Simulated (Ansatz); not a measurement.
**[B2H5]− (SMILES B[BH3-]): methods side by side**

The species is [B2H5]− (7 atoms), meant as a singlet with charge -1. SMILES: `B[BH3-]`. The coordinates come from a GFN2-xTB relaxation.

```jsonl
{"atom": "B", "x (Å)": "0.2100", "y (Å)": "-0.8136", "z (Å)": "0.4743"}
{"atom": "B", "x (Å)": "-0.1199", "y (Å)": "0.6135", "z (Å)": "-0.3494"}
{"atom": "H", "x (Å)": "1.2622", "y (Å)": "-1.1283", "z (Å)": "0.9690"}
{"atom": "H", "x (Å)": "-0.6063", "y (Å)": "-1.6782", "z (Å)": "0.6575"}
{"atom": "H", "x (Å)": "-0.5315", "y (Å)": "0.3716", "z (Å)": "-1.4951"}
{"atom": "H", "x (Å)": "-1.0422", "y (Å)": "1.2301", "z (Å)": "0.2075"}
{"atom": "H", "x (Å)": "0.8278", "y (Å)": "1.4050", "z (Å)": "-0.4638"}
```

Each level gives the energy change with the B1–H4 bond stretched from 1.203 to 1.805 Å (eV). The values are calculated.

```tsv
level	kind	program	value (eV)	less FCI/STO-3G
HF/STO-3G (restricted)	Hartree–Fock	Ansatz	3.05	+0.74
BLYP/STO-3G (restricted)	GGA	Ansatz	2.14	-0.17
CAM-B3LYP/STO-3G (restricted)	range-separated hybrid	Ansatz	2.53	+0.22
B2PLYP/STO-3G (restricted)	double hybrid	Ansatz	2.51	+0.20
BCCD(T)/STO-3G (restricted)	coupled cluster or CI	Ansatz	2.32	+0.01
CCSD(T)/STO-3G (restricted)	coupled cluster or CI	Ansatz	2.32	+0.01
CCSDT(Q)/STO-3G (restricted)	coupled cluster or CI	Ansatz	2.31	0.00
CCSDT/STO-3G (restricted)	coupled cluster or CI	Ansatz	2.31	0.00
FCI/STO-3G	exact in the basis	Ansatz	2.31	0.00
```

FCI/STO-3G is exact within its basis and frozen core, so for wave-function methods in that basis the difference is their error; functionals converge differently with the basis, so for them it is only a difference. Spin-restricted single references rise too steeply as a bond breaks, Hartree–Fock most of all. Sets without diffuse functions describe the anion poorly. The first shape isn't each level's own minimum. The values span 2.14 to 3.05 eV. All rows use very small basis sets, so even the best lies far from the true value.

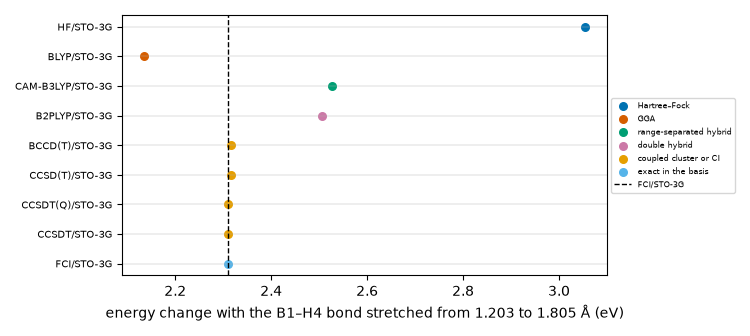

The values of the table, level by level.
